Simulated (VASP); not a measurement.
Band structure of BeS (zinc blende). All values below come from revPBE GGA, VASP's PBE PAW potentials (set 64) (plane waves; VASP 6.6.1).

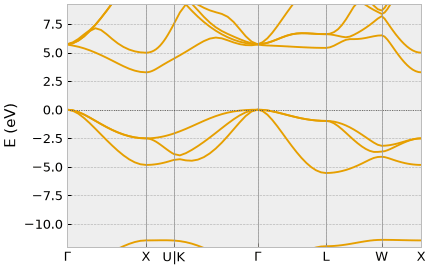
Bands along high-symmetry lines, zero at the valence-band maximum or, without a gap, the Fermi level

Task: Read the plot: is there a gap, and where are the band edges?

Result: The gap is indirect, 3.27 eV, from the valence maximum at Γ to the conduction minimum at X. (Edges off the drawn lines would not show.)

The compound is BeS in the zinc blende structure. It was relaxed first.
